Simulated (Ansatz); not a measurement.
**A hypothetical structure for SrNiSO**

Starting from a made-up structure for SrNiSO, the aim is the relaxed cell, its shortest contacts and, where a second run follows, its electronic structure.

Method: DFT, PBE, plane-wave PAW, files of the set soft_1, scalar-relativistic, ferromagnetic start, cell and ions relaxed at zero pressure; PAW set soft_1, in Ansatz 0.2.0.

## 1. Set-up

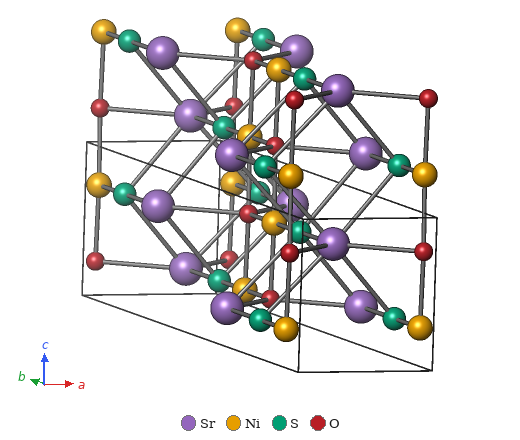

Start, viewed slightly off an axis; strontium purple, nickel orange, sulfur teal, oxygen red. 1×1×2 cells are drawn. This picture shows the conventional cell, with its axes. Some periodic images of atoms are drawn too.

Structure file:

```cif
data_structure
_symmetry_space_group_name_H-M 'P 1'
_symmetry_Int_Tables_number 1
_cell_length_a 9.1960
_cell_length_b 9.1960
_cell_length_c 4.3130
_cell_angle_alpha 90.000
_cell_angle_beta 90.000
_cell_angle_gamma 155.030
_cell_volume 153.97
loop_
_atom_site_label
_atom_site_type_symbol
_atom_site_fract_x
_atom_site_fract_y
_atom_site_fract_z
_atom_site_occupancy
Sr1 Sr 0.33480 0.66520 0.75000 1
Sr2 Sr 0.66520 0.33480 0.25000 1
Ni3 Ni 0.06200 0.93800 0.75000 1
Ni4 Ni 0.93800 0.06200 0.25000 1
S5 S 0.18070 0.81930 0.75000 1
S6 S 0.81930 0.18070 0.25000 1
O7 O 0.94380 0.05620 0.75000 1
O8 O 0.05620 0.94380 0.25000 1
```

## 2. Relaxation of the guess

The guessed cell has no reason to be at equilibrium. It is relaxed with the atoms, within the space group of the guess.

Contents of input.yaml:

```yaml
crystal:
  lattice:
    - [1.988, -8.9785, 0.0]
    - [1.988, 8.9785, 0.0]
    - [0.0, 0.0, 4.313]
  atoms:
    - { symbol: Sr, position: [0.3348, 0.6652, 0.75] }
    - { symbol: Sr, position: [0.6652, 0.3348, 0.25] }
    - { symbol: Ni, position: [0.062, 0.938, 0.75], spin: 1.0 }
    - { symbol: Ni, position: [0.938, 0.062, 0.25], spin: 1.0 }
    - { symbol: S, position: [0.1807, 0.8193, 0.75] }
    - { symbol: S, position: [0.8193, 0.1807, 0.25] }
    - { symbol: O, position: [0.9438, 0.0562, 0.75] }
    - { symbol: O, position: [0.0562, 0.9438, 0.25] }
magnetization:
  spin_polarized: true
kpoints:
  mp_grid: { grid: [7, 7, 6] }
scf:
  occupations: { method: fermi_dirac, width: 0.05 }
hamiltonian:
  xc: pbe
  pseudopotentials: { kind: paw, azcp: { folder: soft_1 } }
relax:
  f_tol: 0.015
  max_steps: 70
  cell: {}
output:
  forces: true
  stress: true
```

Launch:

```console
> ansatz run input.yaml --threads 4 --pin off --max-ram 10240MiB --backend cpu --events-out ev --progress --plain --runs-dir out
```

Numbers of over 12 decimals in the logs are rounded to 6 here.

The program printed:

```text
basis.fft_grid_basis auto: the FFT boxes are laid along the combinations [[1, 1, 0], [0, 1, 0], [0, 0, 1]] of the cell's own vectors, 3.976, 9.196 and 4.313 Å long. The dense box has 27×64×30 points. Along the cell's own vectors, as sized, it would have 64×64×30, 2.37 times as many. Of the 8 symmetry operations that the crystal satisfies within crystal.symmetry.tolerance (time reversal apart; of a slab, those that ke [...]
Engine: ansatz 0.2.0, aarch64-unknown-linux-gnu
Pseudopotentials: kind: paw
Pseudopotential: Sr, paw, valence charge 10, recommended cutoff 420 eV (normal), soft_1/Sr.paw.azcp
Pseudopotential: Ni, paw, valence charge 18, recommended cutoff 420 eV (normal), soft_1/Ni.paw.azcp
Pseudopotential: S, paw, valence charge 6, recommended cutoff 420 eV (normal), soft_1/S.paw.azcp
Pseudopotential: O, paw, valence charge 6, recommended cutoff 420 eV (normal), soft_1/O.paw.azcp
Functional definition: PBE
  parameter kappa = 0.804
  parameter beta = 0.066725
  exchange = pbe_x(kappa = kappa, mu = beta*pi^2/3)
  correlation = pbe_c(beta = beta)
Crystal: 8 atoms, lattice volume = 153.968 Å³
Basis set: ecut = 420 eV, 2999 PW (Γ), FFT grids on a1+a2, a2, a3, exchange–correlation on 54×128×60 points (8 copies of the dense FFT grid, shifted against one another)
Bands: 50, of which v1, the nominal top of the filled ones, is band 40 counted from 1 (39 counted from 0)
Symmetry: 8 space group operations
Space group: Cmcm (ITA 63), of the structure as read, at distance tolerance 5.4e-5 Å
Magnetic group: BNS 63.457 (UNI 555), of the structure as read, at distance tolerance 5.4e-5 Å
k-points: 64 of 294
Non-local potential: Sr, projectors of the file, l = 0: 3, l = 1: 2, l = 2: 2
Non-local potential: Ni, projectors of the file, l = 0: 3, l = 1: 2, l = 2: 3, l = 3: 1
Non-local potential: S, projectors of the file, l = 0: 2, l = 1: 2, l = 2: 1
Non-local potential: O, projectors of the file, l = 0: 2, l = 1: 2, l = 2: 1
PAW form: soft (Blöchl's): semilocal exchange-correlation on the pseudo side does not see the compensation charge
PAW one-centre angular grid: Sr, 110 points (default); XC on 64 Gauss nodes
PAW one-centre angular grid: Ni, 590 points (default); XC on 64 Gauss nodes
PAW one-centre angular grid: S, 110 points (default); XC on 64 Gauss nodes
PAW one-centre angular grid: O, 110 points (default); XC on 64 Gauss nodes
Initial density: superposition of atomic densities (chi_scale 0.1, normalization cell, long waves of neutral atoms (reshape's long-wave potential 2.09 eV rms, cloud 2.61 Å wide))
Starting moments: Σ|m| = 2 μB on 2 of 8 sites
Initial wavefunctions: pseudopotential atomic-orbital guess
Functional: x = pbe(κ = 0.804, μ = 0.219515), c = pbe(β = 0.066725)
SCF iter   1: F=—  HF=-21721.608307 eV  |F-HF|=—  |Δ(HF+E_count)|=         —  Δρ=8.07e-2 (↑7.40e-2 ↓8.07e-2)  dr2=1.04e2  dr2_m=6.40e-2  M=1.903 μB ∫|m|=2.265 μB  β_m=0.30  ethr=3.10e-3  ⟨swp⟩=12.4  Hψ=37879  notcnv=0  defer=13
Mixer restart at iter 1: flushing history
preconditioner: auto → Kerker (q_TF=auto, 2.446 Å⁻¹)  [metal: Δε(μ)=0.007 eV  Ē_g=9.972 eV  σ=0.050 eV  W_gap=0.03  n_scr=44 (ndim 8)  ℏωp=23.2 eV  f_vac=0.031  D(μ)=7.62/eV (n_scr^D=64)]
spin=Collinear: Kerker preconditioning applied to the charge; magnetization (m = ρ↑ − ρ↓) channel mixes plain (no charge-response kernel on spin).
SCF iter   2: F=—  HF=-21714.110593 eV  |F-HF|=—  |Δ(HF+E_count)|=    7.50e0  Δρ=2.66e-2 (↑2.22e-2 ↓2.66e-2)  dr2=1.84e1  dr2_m=1.15e-1  M=2.075 μB ∫|m|=2.318 μB  β_m=0.33  ethr=3.10e-3  ⟨swp⟩=4.5  Hψ=15368  notcnv=0  defer=146
SCF iter   3: F=—  HF=-21713.091697 eV  |F-HF|=—  |Δ(HF+E_count)|=    1.02e0  Δρ=1.89e-2 (↑1.63e-2 ↓1.89e-2)  dr2=1.07e1  dr2_m=5.50e-2  M=2.106 μB ∫|m|=2.309 μB  β_m=0.47  ethr=3.10e-3  ⟨swp⟩=3.1  Hψ=8706  notcnv=0  defer=319
SCF iter   4: F=—  HF=-21712.183168 eV  |F-HF|=—  |Δ(HF+E_count)|=   9.09e-1  Δρ=8.22e-3 (↑7.54e-3 ↓8.22e-3)  dr2=2.40e0  dr2_m=2.59e-2  M=2.100 μB ∫|m|=2.254 μB  β_m=0.63  ethr=3.10e-3  ⟨swp⟩=4.5  Hψ=13699  notcnv=0  defer=329
SCF iter   5: F=—  HF=-21711.955752 eV  |F-HF|=—  |Δ(HF+E_count)|=   2.27e-1  Δρ=1.97e-2 (↑9.89e-3 ↓1.97e-2)  dr2=1.74e0  dr2_m=4.91e-2  M=1.977 μB ∫|m|=2.106 μB  β_m=0.56  ethr=3.00e-3  ⟨swp⟩=3.7  Hψ=9206  notcnv=0  defer=382
SCF iter   6: F=—  HF=-21711.661475 eV  |F-HF|=—  |Δ(HF+E_count)|=   2.94e-1  Δρ=1.03e-2 (↑1.03e-2 ↓8.25e-3)  dr2=5.28e-1  dr2_m=9.96e-3  M=1.942 μB ∫|m|=2.057 μB  β_m=0.60  ethr=2.18e-3  ⟨swp⟩=3.5  Hψ=10930  notcnv=0  defer=381
SCF iter   7: F=—  HF=-21711.667489 eV  |F-HF|=—  |Δ(HF+E_count)|=         —  Δρ=6.29e-3 (↑6.29e-3 ↓4.49e-3)  dr2=2.34e-1  dr2_m=5.28e-3  M=1.887 μB ∫|m|=1.994 μB  β_m=0.60  ethr=6.60e-4  ⟨swp⟩=2.9  Hψ=8431  notcnv=0  defer=386
Mixer restart at iter 7: flushing history
SCF iter   8: F=—  HF=-21711.690585 eV  |F-HF|=—  |Δ(HF+E_count)|=         —  Δρ=4.28e-3 (↑2.10e-3 ↓4.28e-3)  dr2=9.71e-2  dr2_m=4.46e-3  M=1.852 μB ∫|m|=1.951 μB  β_m=0.60  ethr=2.93e-4  ⟨swp⟩=3.2  Hψ=10343  notcnv=0  defer=387
Mixer restart at iter 8: flushing history
[...]
relax step   3: F+E_penalty+E_count = -21712.82478194 eV  Δ(F+E_penalty+E_count) = -3.205e-1 eV  max|allowed force component| = 8.024e-1 eV/Å  Δτ_max = 0.1723 Å  P = -3.785 GPa  Ω = 154.942 Å³  energy of the carried Pulay correction = -7.081e-4 eV  (14 SCF iters, dr2 threshold 8.00e-7 eV, accepted)
relax step   4: F+E_penalty+E_count = -21712.96124820 eV  Δ(F+E_penalty+E_count) = -1.365e-1 eV  max|allowed force component| = 7.008e-1 eV/Å  Δτ_max = 0.0469 Å  P = +0.413 GPa  Ω = 149.129 Å³  energy of the carried Pulay correction = +3.585e-3 eV  (12 SCF iters, dr2 threshold 8.00e-7 eV, accepted)
relax step   5: F+E_penalty+E_count = -21713.00738553 eV  Δ(F+E_penalty+E_count) = -4.614e-2 eV  max|allowed force component| = 1.526e-1 eV/Å  Δτ_max = 0.0414 Å  P = -0.120 GPa  Ω = 150.048 Å³  energy of the carried Pulay correction = +2.895e-3 eV  (12 SCF iters, dr2 threshold 8.00e-7 eV, accepted)
relax step   6: F+E_penalty+E_count = -21713.01062200 eV  Δ(F+E_penalty+E_count) = -3.236e-3 eV  max|allowed force component| = 5.924e-2 eV/Å  Δτ_max = 0.0124 Å  P = +0.062 GPa  Ω = 149.815 Å³  energy of the carried Pulay correction = +3.069e-3 eV  (10 SCF iters, dr2 threshold 8.00e-7 eV, accepted)
relax step   7: F+E_penalty+E_count = -21713.01106553 eV  Δ(F+E_penalty+E_count) = -4.435e-4 eV  max|allowed force component| = 2.256e-2 eV/Å  Δτ_max = 0.0067 Å  P = +0.046 GPa  Ω = 149.761 Å³  energy of the carried Pulay correction = +3.110e-3 eV  (11 SCF iters, dr2 threshold 2.19e-7 eV, accepted)
relax step   8: F+E_penalty+E_count = -21713.01119823 eV  Δ(F+E_penalty+E_count) = -1.327e-4 eV  max|allowed force component| = 2.639e-3 eV/Å  Δτ_max = 0.0018 Å  P = -0.022 GPa  Ω = 149.929 Å³  energy of the carried Pulay correction = +2.984e-3 eV  (8 SCF iters, dr2 threshold 7.31e-8 eV, accepted)
relax step   9: F+E_penalty+E_count = -21713.01547598 eV  Δ(F+E_penalty+E_count) = -4.278e-3 eV  max|allowed force component| = 2.653e-3 eV/Å  Δτ_max = 0.0000 Å  P = +0.035 GPa  Ω = 149.929 Å³  stress off target by 1.88e-1 GPa  SCF on the basis re-selected at this cell (its energy is not comparable with the rows above)  (13 SCF iters)
relax step  10: F+E_penalty+E_count = -21713.01565336 eV  Δ(F+E_penalty+E_count) = -1.774e-4 eV  max|allowed force component| = 8.182e-4 eV/Å  Δτ_max = 0.0014 Å  P = +0.005 GPa  Ω = 150.086 Å³  energy of the carried Pulay correction = -1.305e-4 eV  (9 SCF iters, dr2 threshold 8.81e-8 eV, accepted)
relax step  11: F+E_penalty+E_count = -21713.01581333 eV  Δ(F+E_penalty+E_count) = -1.600e-4 eV  max|allowed force component| = 8.760e-4 eV/Å  Δτ_max = 0.0000 Å  P = +0.007 GPa  Ω = 150.086 Å³  stress off target by 2.91e-2 GPa  SCF on the basis re-selected at this cell (its energy is not comparable with the rows above)  (9 SCF iters)
basis re-selected at this cell: Δ(F+E_penalty+E_count) = -1.600e-4 eV, ΔP = +0.001 GPa vs the last step (what re-selecting the basis moved, of the pressure what is left beyond the Pulay correction that the steps carried, after the strain that the cell walked since its last selection, with what the two solves' SCF thresholds leave and, on support functions, any second-order correction that the steps lacked; it is no m [...]
SCF converged after 9 iterations
Magnetization: 0.6117 μB (40.3059 up, 39.6941 down)
Absolute magnetization: 0.6776 μB (∫|ρ↑−ρ↓|, with the PAW one-centre terms)
Spin contamination: 0.0067 ħ² per cell (⟨S²⟩ above its minimum at these occupations)
Per-site moments (μB) at R_I (Å): [(-0.000386579, 1.146820), (-0.000386579, 1.146820), (0.237727, 0.775698), (0.237727, 0.775698), (0.00438073, 0.904751), (0.00438073, 0.904751), (0.047979, 0.775698), (0.047979, 0.775698)]
Free energy (F): -21713.015813 eV
Harris-Foulkes:  -21713.015813 eV  (|F-HF|=7.28e-12)
Internal energy: -21712.976260 eV  (E = F + TS)
E sigma→0 (E₀):  -21712.996037 eV
Entropy (-TS):   -0.039553 eV (-4.944 meV/atom)
Fermi energy:    7.947166 eV
--- Per-component energies (eV) ---
  E_band       = -1089.477286
  E_kinetic    = 1690.139717
  E_local      = -13918.059384  (includes V_loc(G=0)·N_el)
  E_nonlocal   = 407.197270
  E_hartree    = 6533.774312
  E_xc         = -897.679093
  E_vxc        = -950.801557  (∫ρ·V_xc dr)
  E_paw        = -10234.820805  (= ΣΔE_a)
  E_vpaw       = -1385.505626  (= ΣTr[D̂ρ^β])
  E_aug_tail   = 0.003376  (compensation charges beyond the density's cutoff)
  E_ewald      = -5293.531654
  E_smearing   = -0.039553  (= −TS)
  E_closure    = -0.000000  (closes the sum)
  Σ components = -21713.015813   (vs F -21713.015813, Δ=0.00e0)
--- Forces (eV/Å), atoms counted from 1 ---
  atom   1  Sr    -0.00000000     0.00087595     0.00000000
  atom   2  Sr     0.00000000    -0.00087595    -0.00000000
  atom   3  Ni    -0.00000000    -0.00079817     0.00000000
  atom   4  Ni     0.00000000     0.00079817    -0.00000000
  atom   5  S      0.00000000     0.00022376    -0.00000000
  atom   6  S     -0.00000000    -0.00022376     0.00000000
  atom   7  O     -0.00000000    -0.00039573     0.00000000
  atom   8  O      0.00000000     0.00039573    -0.00000000
  max |Σ_I F_I| component: 2.17e-19 eV/Å
--- Stress (GPa, compression-positive) ---
        0.029103      -0.000000      -0.000000
       -0.000000      -0.004881      -0.000000
       -0.000000      -0.000000      -0.004102
  P = ⅓ Tr σ = 0.0067 GPa (0.067 kbar)
--- Relaxed structure (9 steps of the walk, 9 accepted, 2 SCFs on fresh bases) ---
  F+E_penalty+E_count = -21713.01581333 eV   max|allowed force component| = 8.760e-4 eV/Å   (the final SCF, on the basis selected at the relaxed cell)
  cell:  # Å, volume = 150.0861 Å³
    - [2.113967, -9.012863, 2.5853579930278245e-18]
    - [2.113967, 9.012863, 2.585357993027846e-18]
    - [5.608978382258075e-18, 0, 3.938670]
  atoms:
    - { symbol: Sr, position: [0.352811, 0.647189, 0.750000] }
    - { symbol: Sr, position: [0.647189, 0.352811, 0.25] }
    - { symbol: Ni, position: [0.057306, 0.942694, 0.750000] }
    - { symbol: Ni, position: [0.942694, 0.057306, 0.25] }
    - { symbol: S, position: [0.178984, 0.821016, 0.750000] }
    - { symbol: S, position: [0.821016, 0.178984, 0.25] }
    - { symbol: O, position: [0.952984, 0.047016, 0.750000] }
    - { symbol: O, position: [0.047016, 0.952984, 0.25] }
```

Run time: 4.2 min. Hardware: 4 threads of Arm Neoverse V1, shared host; peak memory 0.97 GiB.

The steps of the relaxation:

```
step  energy less that of the first step (eV)  largest force component (eV/Å)  pressure (GPa)  volume (Å³)
   1                                   0.0000                          2.1244           -2.88       153.97
   2                                  -0.8237                          1.4389           -2.41       152.25
   3                                  -1.1442                          0.8024           -3.78       154.94
   4                                  -1.2807                          0.7008            0.41       149.13
   5                                  -1.3268                          0.1526           -0.12       150.05
   6                                  -1.3301                          0.0592            0.06       149.82
   7                                  -1.3305                          0.0226            0.05       149.76
   8                                  -1.3306                          0.0026           -0.02       149.93
  9*                                  -1.3349                          0.0027            0.04       149.93
  10                                  -1.3351                          0.0008            0.01       150.09
 11*                                  -1.3352                          0.0009            0.01       150.09
```

Relaxation steps marked * repeat the geometry before them on a plane-wave basis chosen anew for their cell, so energy and pressure can jump there.

Forces are held to the 8 operations that the run works with; a distortion that breaks them can't arise in this run.

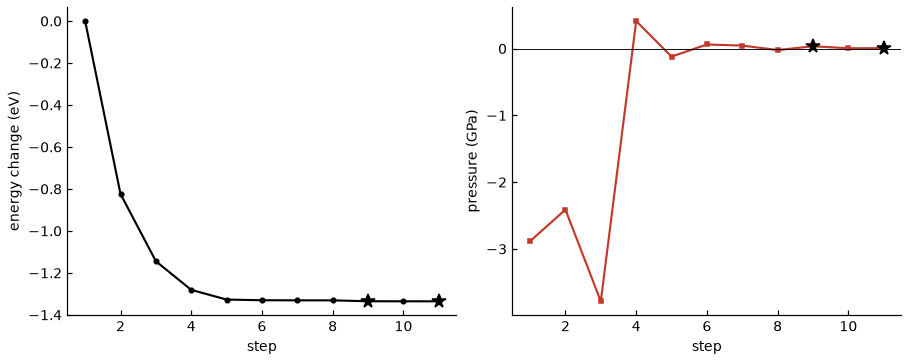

Energy and pressure along the relaxation. Stars mark steps on a basis chosen anew.

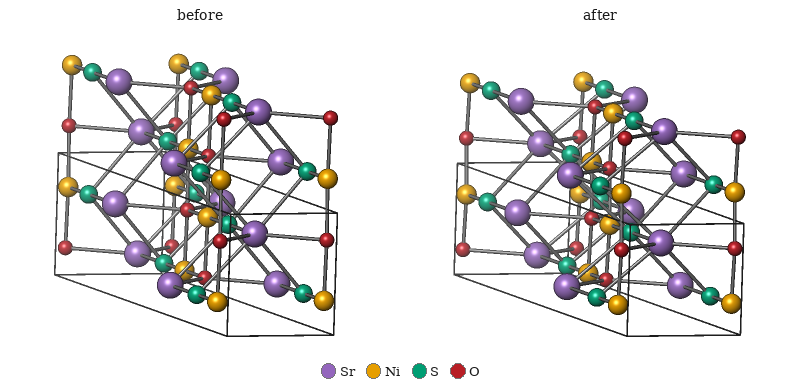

The structure before and after the relaxation, drawn at the same scale.

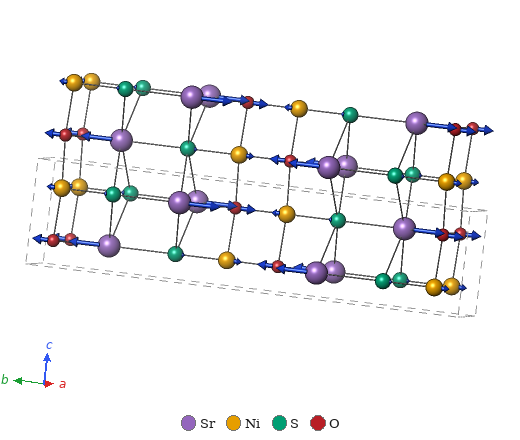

Displacements in the relaxation, exaggerated, measured against the changing cell; the longest in the cell stands for 0.32 Å. 1×1×2 conventional cells are drawn. Some periodic images of atoms are drawn too.

```
conventional cell, symmetrised  before   after  change
                         a (Å)   3.976   4.228  +6.3 %
                         b (Å)  17.957  18.026  +0.4 %
                         c (Å)   4.313   3.939  -8.7 %
              volume (Å³/atom)   19.25   18.76  -2.5 %
```

The atoms that moved most (Å, as changes of fractional coordinates times the final cell):

```
atom     dx      dy     dz  length
 Sr1  0.000  -0.325  0.000   0.325
 Sr2  0.000   0.325  0.000   0.325
  O7  0.000  -0.166  0.000   0.166
  O8  0.000   0.166  0.000   0.166
 Ni4  0.000  -0.085  0.000   0.085
 Ni3  0.000   0.085  0.000   0.085
  S6  0.000  -0.031  0.000   0.031
  S5  0.000   0.031  0.000   0.031
```

Final coordinates:

```xyz
8
Lattice="2.1140 -9.0129 0.0000 2.1140 9.0129 0.0000 0.0000 0.0000 3.9387" Properties=species:S:1:pos:R:3 pbc="T T T"
Sr    2.1140    2.6532    2.9540
Sr    2.1140   -2.6532    0.9847
Ni    2.1140    7.9799    2.9540
Ni    2.1140   -7.9799    0.9847
S     2.1140    5.7866    2.9540
S     2.1140   -5.7866    0.9847
O     2.1140   -8.1654    2.9540
O     2.1140    8.1654    0.9847
```

Numbers from this step:

```yaml
free_energy: -21713.0158 eV
energy_at_zero_smearing: -21712.9960 eV
smearing_term_ts: 0.03955 eV
fermi_energy: 7.947 eV
magnetization: 0.6117 μB
absolute_magnetization: 0.6776 μB
site_moments: -3.87e-4, -3.87e-4, 0.2377, 0.2377, 0.004381, 0.004381, 0.04798, 0.04798 μB
electrons: 80
symmetry_operations: 8
pressure: 0.006706 GPa
```

Site moment by atom:

```
atom  site moment (μB)
 Sr1             0.000
 Sr2             0.000
 Ni3             0.238
 Ni4             0.238
  S5             0.004
  S6             0.004
  O7             0.048
  O8             0.048
```

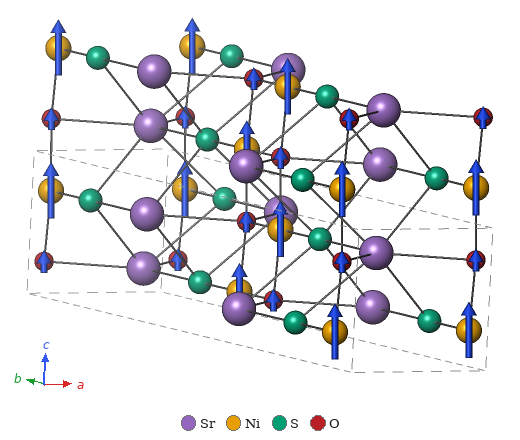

Site moment as arrows, the longest 0.238 μB. Up and down stand for the sign. Arrows give size and sign along the axis of quantisation, drawn up and down the page. Each arrow also spans its atom, so small moments look longer than they are. 1×1×2 conventional cells are drawn. Some periodic images of atoms are drawn too.

Shortest distances by pair of elements, guess and relaxed (not always the same contact):

```
 pair  guess (Å)  relaxed (Å)
 Ni–O      2.123        1.880
 Ni–S      2.131        2.193
  O–O      2.954        2.598
 O–Sr      2.790        2.780
Ni–Ni      3.100        2.854
```

The relaxation ends with a largest force component of 8.8e-4 eV/Å and a pressure of 0.01 GPa.

## 3. What came out

* space group, relaxed: Cmcm
* conventional cell: a = 4.228, b = 18.026, c = 3.939 Å; α = 90.0°, β = 90.0°, γ = 90.0°
* volume per atom: 18.76 Å³ (guess 19.25)
* total moment: 0.61 μB in the cell of 8 atoms

What this shows: SrNiSO relaxes to Cmcm with a = 4.228, b = 18.026 and c = 3.939 Å. The guessed volume was 3 % too large. The space group Cmcm was held in the relaxation, so the end point is a stationary structure within it and may be a saddle against distortions or other arrangements. The input starts from parallel moments, and no other start was typed. Mesh and cutoff weren't tested. A vector of the cell changed its length by 9 %, more than the volume shows. No dispersion term is used, so weakly bound directions may come out too long. Nothing here tests whether the compound is stable against decomposition.

[Logs are printed without paths, hosts, clocks, repeated set-up lines and the standing remarks that a program may print on its own settings, such as how far it seeks lower states.]

[Hosts, paths, dates, database ids (printed as entryN), source tags and the programs' standing remarks are cut or masked in the printed files.]
